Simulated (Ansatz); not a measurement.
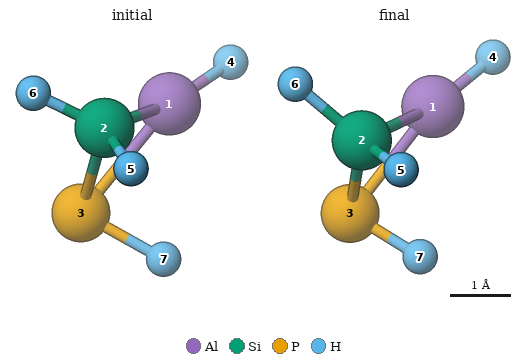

The structure of AlSiPH$_{4}$ (charge +1, multiplicity 2) before (left) and after (right) a relaxation, at one scale.

Style: ball-and-stick. Shown from a free direction.

Method: Ansatz, UKS PBE-QIDH/6-31G*.

The input:
```yaml
crystal:
  periodic: [false, false, false]
  atoms:
    - {symbol: Al, position_ang: [-1.247877, -0.591139, -0.542413]}
    - {symbol: Si, position_ang: [0.295787, 1.061317, 0.327985]}
    - {symbol: P, position_ang: [0.617831, -1.231551, 0.801978]}
    - {symbol: H, position_ang: [-2.450416, -1.106015, -1.435753]}
    - {symbol: H, position_ang: [1.492894, 1.776885, -0.275720]}
    - {symbol: H, position_ang: [-0.014561, 1.533284, 1.544460]}
    - {symbol: H, position_ang: [1.228555, -1.559583, -0.647905]}
basis:
  gaussian: {orbitals: "6-31G*"}
total_charge: 1
magnetization: {spin_polarized: true, initial_magnetization: 1}
hamiltonian: {xc: {name: PBE-QIDH}}
scf: {lower_state_search: off}
relax: {f_tol: 0.001, max_steps: 3}
output: {forces: true}
```

Launched with:
```bash
ansatz run in.yaml --threads 2 --pin off --events-out ev --progress --plain --max-ram 4352MiB
```

Summarise the run.

The relaxation stopped without meeting its thresholds, so the last structure isn't shown to be converged. The input was poor on purpose: steps. The largest move after the best rigid fit is that of Si2, 0.23 Å. Largest moves by element: Si 0.23 Å, H 0.18 Å, P 0.11 Å, Al 0.09 Å. Near-neighbour distances that change, for instance: P3–H7 1.607 → 1.425 Å, Si2–P3 2.363 → 2.219 Å, Si2–H6 1.341 → 1.474 Å, Al1–Si2 2.423 → 2.556 Å. Bond angles that change, for instance: P3–Si2–H6 101.0° → 111.4°, Al1–Si2–H5 132.9° → 124.9°, Al1–Si2–H6 114.7° → 106.9°. The energy falls by 0.905 eV in 2 geometry steps. The largest force component goes from 3.2 to 0.21 eV/Å. Cost: 10 s on 2 threads of INTEL XEON PLATINUM 8581C @ 2.10GHz (shared host).
